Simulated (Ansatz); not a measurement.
## Electronic structure of CH₇GeNZn in real space

The calculation's input:

```
crystal:
  periodic: [false, false, false]
  atoms:
    - { symbol: C, position_ang: [-0.5549, 1.12, -0.6422] }
    - { symbol: Ge, position_ang: [-0.2859, -0.4267, 0.4196] }
    - { symbol: "N", position_ang: [1.4061, -0.3514, 1.1198] }
    - { symbol: Zn, position_ang: [-0.4519, -2.6254, -1.1246] }
    - { symbol: H, position_ang: [-1.6258, 1.1163, -1.0952] }
    - { symbol: H, position_ang: [-0.5021, 2.0835, -0.0187] }
    - { symbol: H, position_ang: [0.164, 1.2106, -1.4748] }
    - { symbol: H, position_ang: [-1.2777, -0.4649, 1.5666] }
    - { symbol: H, position_ang: [2.0989, -0.2465, 0.3681] }
    - { symbol: H, position_ang: [1.5057, 0.5397, 1.6976] }
    - { symbol: H, position_ang: [-0.4111, -2.0123, -0.7956] }
basis:
  gaussian: { orbitals: def2-SVP }
hamiltonian:
  xc: r2scan
relax:
  f_tol: 0.015
  max_steps: 40
output:
  orbitals: {}
```

Launched as:

```sh
ansatz run input.yaml --threads 2 --pin off --max-ram 3072MiB --backend cpu --events-out ev --progress --plain --runs-dir out
```

The fields are those of the run's last geometry, not of the input's.

At this geometry the atoms fall into two loosely joined parts.

Method: RKS r2SCAN/def2-SVP in Ansatz 0.2.0.

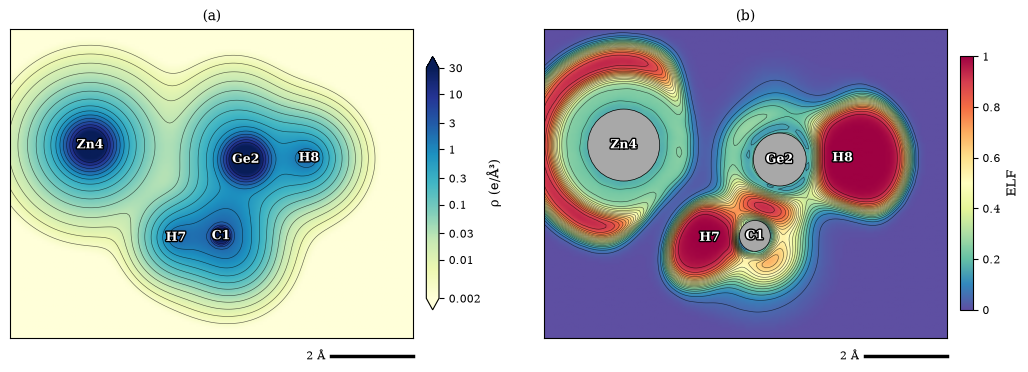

Figure 1. (a) total electron density; (b) electron localisation function on the plane of atoms Ge2, C1 and H7. Grey discs cover the atomic cores in the ELF map.

Q: Read the bonding off the picture.

A: The plane passes through C, Ge, Zn and H nuclei. C–Ge (1.96 Å): the density is about 0.87 e/Å³ at the midpoint; the ELF peaks at about 0.95 in the valence shell of C, 0.7 Å from its nucleus, and is about 0.70 at the midpoint. C–H (1.10 Å): ρ is about 1.9 e/Å³ halfway; the ELF climbs to about 1 towards the hydrogen, as it does in any bond to H; a covalent bond by its length. Ge–H (1.54 Å): the density is about 1 e/Å³ at the midpoint; the ELF climbs to about 1 towards the hydrogen.

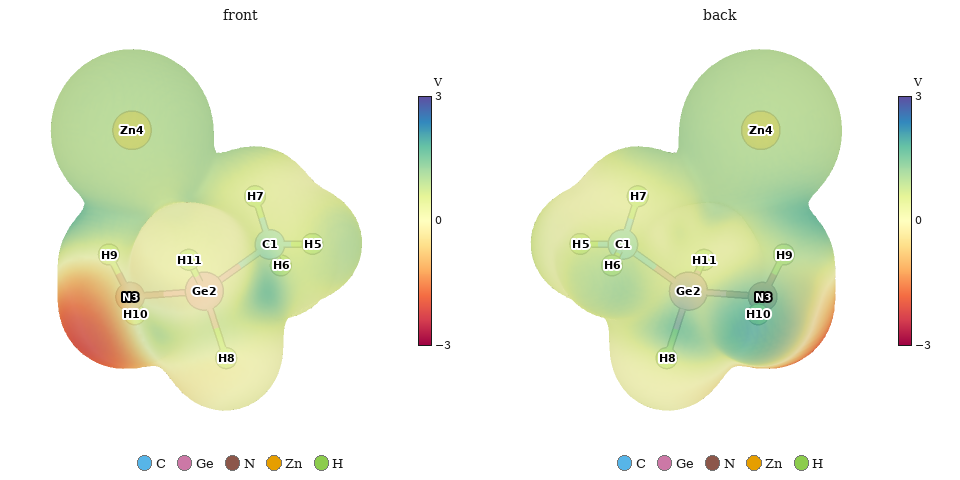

Figure 2. The molecular electrostatic potential painted on the density surface at 0.004 e/bohr³, seen from the front and from behind; the colour scale runs from red (negative) to blue (positive).

Q: Where is the surface potential most negative and most positive?

A: The most negative region (about −2.1 V) lies over N3, the most positive (about +1.9 V) over H10. N3 is the likeliest acceptor of a hydrogen bond.

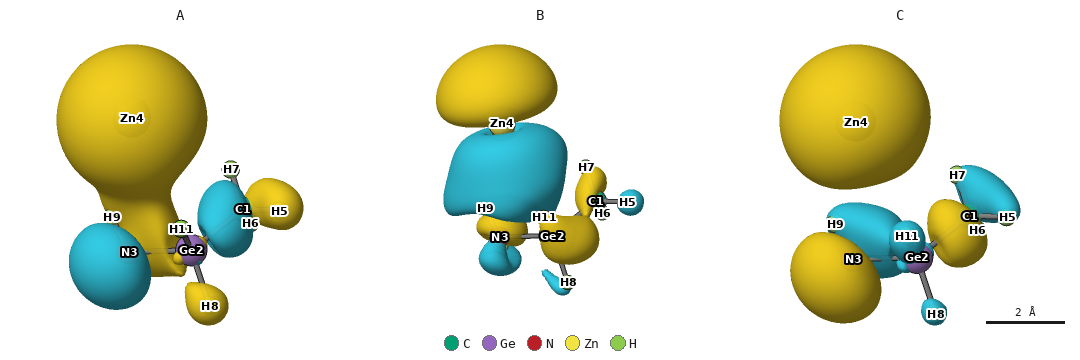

Figure 3. Three frontier orbitals at ±0.06 Å⁻³ᐟ² (yellow and cyan are the two phases), in no order.

Q: Order the three orbitals by energy and name them.

A: A is the HOMO−1 (−6.01 eV). It lies mainly on Zn4 (about 50 %), N3 (about 30 %) and Ge2 (about 5 %). C is the HOMO (−5.65 eV). It lies mainly on Zn4 (about 45 %) and N3 (about 35 %). B is the LUMO (−0.45 eV). By Hirshfeld shares it lies mainly on Zn4 (about 65 %), Ge2 (about 10 %), N3 (about 10 %) and H9 (about 5 %).

Q: What is the HOMO–LUMO gap?

A: 5.20 eV between the orbital energies.

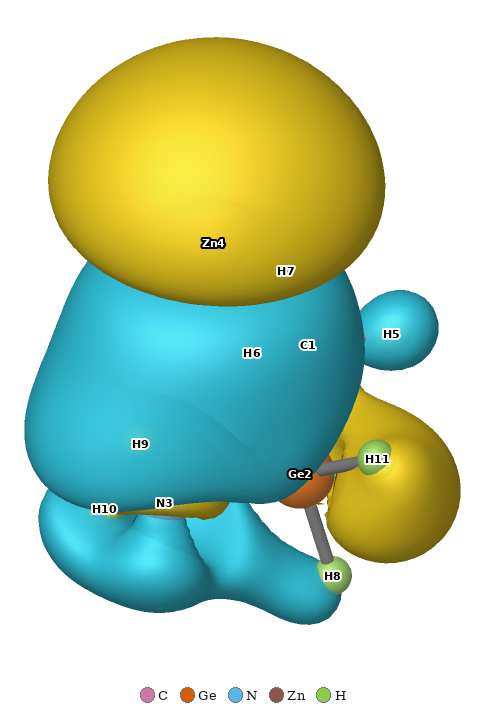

Figure 4. One frontier orbital at ±0.05 Å⁻³ᐟ² (yellow and cyan are the two phases), seen at an oblique angle.

Q: Which orbital is it: HOMO or LUMO?

A: The LUMO, at −0.45 eV. It lies mainly on Zn4 (about 65 %), Ge2 (about 10 %), N3 (about 10 %) and H9 (about 5 %).
